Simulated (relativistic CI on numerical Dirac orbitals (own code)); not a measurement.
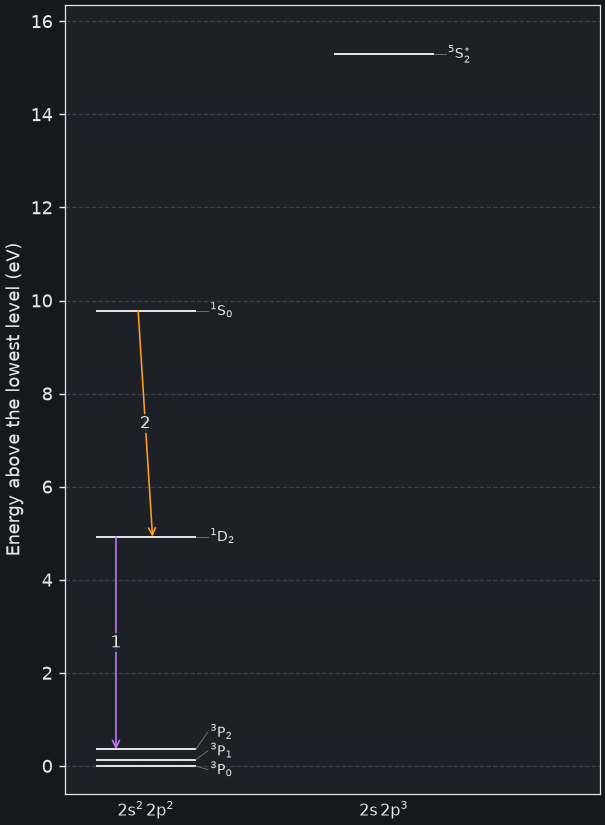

*Levels of Mg⁶⁺ with 2 numbered transitions. Rates are at computed energies.*

```csv
No.,Upper,Lower,Type,λ (vacuum),A (s⁻¹)
1,2s² 2p² ¹D₂,2s² 2p² ³P₂,M1,271.4 nm,3.1
2,2s² 2p² ¹S₀,2s² 2p² ¹D₂,E2,255.5 nm,2.2
```

Line 1 has the largest rate; it falls in the ultraviolet region.

## Relativistic CI calculation, with input and output: Mg⁶⁺

- system: Mg⁶⁺.
- method: Dirac-Coulomb-Breit CI, KLI orbitals optimised for each configuration, model QED (radiative potential, 1s self-energy scaled to tabulated hydrogen-like ionisation energies), valence Slater integrals scaled by 0.9, configuration energies shifted to the measured levels that pair with them (semi-empirical) (relativistic CI on numerical Dirac orbitals, in-house)

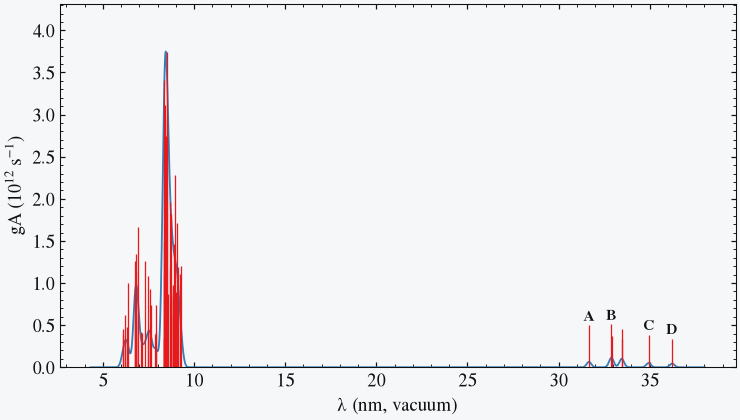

*The stronger electric dipole lines (weighted rates gA) for Mg⁶⁺ (magnesium, Z = 12). The envelope is a Gaussian of full width 0.3 nm, scaled to the tallest stick.*

A: 2s² 2p 4f ³G₅ → 2s² 2p 3d ³F°₄, 31.67 nm, gA = 5.0×10¹¹ s⁻¹; B: 2s 2p² 4f ⁵G°₆ → 2s 2p² 3d ⁵F₅, 32.89 nm, gA = 5.1×10¹¹ s⁻¹; C: 2s 2p² 4f ¹H°₅ → 2s 2p² 3d ¹G₄, 34.94 nm, gA = 3.9×10¹¹ s⁻¹; D: 2s 2p² 4f ³G°₅ → 2s 2p² 3d ³F₄, 36.24 nm, gA = 3.4×10¹¹ s⁻¹. The strongest lettered line, B, lies in the extreme ultraviolet region.

Input and output of the run follow.

## Input file
```
atom Mg  Z=12  charge=6  electrons=6
nucleus A=24  rms_radius_fm=3.0570
hamiltonian dirac-coulomb  breit=on  qed=on  c_scale=1
orbitals kli  potential=per-configuration
slater_scale 0.9
correlation fit
mixing on
configurations
  [He] 2s2 2p2
  [He] 2s 2p3
  [He] 2p4
  [He] 2s2 2p 3s
  [He] 2s2 2p 3p
  [He] 2s2 2p 3d
  [He] 2s 2p2 3s
  [He] 2s 2p2 3p
  [He] 2s 2p2 3d
  [He] 2s2 2p 4d
  [He] 2s2 2p 5d
  [He] 2s 2p2 4d
  [He] 2p3 3s
  [He] 2p3 3p
  [He] 2p3 3d
  [He] 2s2 2p 4s
  [He] 2s2 2p 4p
  [He] 2s2 2p 4f
  [He] 2s2 3s2
  [He] 2s2 3s 3p
  [He] 2s 2p2 4s
  [He] 2s2 3p2
  [He] 2s2 3s 3d
  [He] 2s 2p2 4p
  [He] 2s2 3p 3d
  [He] 2s 2p2 4f
  [He] 2s 2p 3s2
  [He] 2s2 3d2
  [He] 2s 2p 3s 3p
  [He] 2s 2p 3p2
end
```

The run was one of a batch that the task file lists, launched with:
```bash
python <driver script> task.json out
```

The program writes its results to a structured record and prints no log; tables and figures of this report are taken from that record.

## The lowest 30 levels

```tsv
Configuration	Level	E (eV)	LS purity (%)	Landé g	Lifetime (s; – stable or not computed)
2s² 2p²	³P₀	0	98	–	–
2s² 2p²	³P₁	0.1379	98	1.501	4.1×10¹
2s² 2p²	³P₂	0.3612	98	1.500	1.3×10¹
2s² 2p²	¹D₂	4.929	98	1.000	2.3×10⁻¹
2s² 2p²	¹S₀	9.782	95	–	2.8×10⁻²
2s 2p³	⁵S°₂	15.29	100	2.001	1.5×10⁻⁵
2s 2p³	³D°₃	29.30	100	1.333	5.3×10⁻¹⁰
2s 2p³	³D°₂	29.31	99	1.167	5.1×10⁻¹⁰
2s 2p³	³D°₁	29.32	100	0.500	5.1×10⁻¹⁰
2s 2p³	³P°₁	34.05	100	1.499	2.1×10⁻¹⁰
2s 2p³	³P°₂	34.05	100	1.500	2.1×10⁻¹⁰
2s 2p³	³P°₀	34.06	100	–	2.1×10⁻¹⁰
2s 2p³	¹D°₂	43.97	99	1.000	6.8×10⁻¹¹
2s 2p³	³S°₁	44.68	99	1.999	3.3×10⁻¹¹
2s 2p³	¹P°₁	48.77	99	1.002	4.3×10⁻¹¹
2p⁴	³P₂	67.24	98	1.500	6.1×10⁻¹¹
2p⁴	³P₁	67.50	98	1.501	6.0×10⁻¹¹
2p⁴	³P₀	67.60	98	–	6.0×10⁻¹¹
2p⁴	¹D₂	71.61	98	1.000	1.2×10⁻¹⁰
2p⁴	¹S₀	81.04	95	–	5.2×10⁻¹¹
2s² 2p 3s	³P°₀	129.9	96	–	1.7×10⁻¹¹
2s² 2p 3s	³P°₁	130.0	94	1.493	1.7×10⁻¹¹
2s² 2p 3s	³P°₂	130.3	96	1.501	1.7×10⁻¹¹
2s² 2p 3s	¹P°₁	131.5	95	1.007	1.0×10⁻¹¹
2s² 2p 3p	¹P₁	137.1	90	0.977	5.3×10⁻¹⁰
2s² 2p 3p	³D₁	137.7	90	0.530	5.6×10⁻¹⁰
2s² 2p 3p	³D₂	137.8	96	1.167	5.6×10⁻¹⁰
2s² 2p 3p	³D₃	138.1	96	1.334	5.6×10⁻¹⁰
2s² 2p 3p	³S₁	138.8	92	1.977	1.7×10⁻¹⁰
2s² 2p 3p	³P₀	139.3	90	–	9.4×10⁻¹¹
```

## Results in brief

- outcome: converged
- lowest level: 2s² 2p² ³P₀
- first excited level: 2s² 2p² ³P₁, 1,112 cm⁻¹
- levels computed: 577
- SCF iterations: 247
- hardware: 1 thread of Intel Xeon (Sapphire Rapids), 16 GiB of memory available, shared host
- wall time: 2.6 s

## Notes

To bear in mind: shifts are fitted to measured levels, configurations with none paired borrow a shift and can be misplaced by tens of thousands of cm⁻¹; one shift a configuration: terms inside it, and wavelengths, can be off by thousands of cm⁻¹; only a limited list of configurations is included, so lower levels can be missing; only lines among the lowest 400 of 577 levels are drawn.
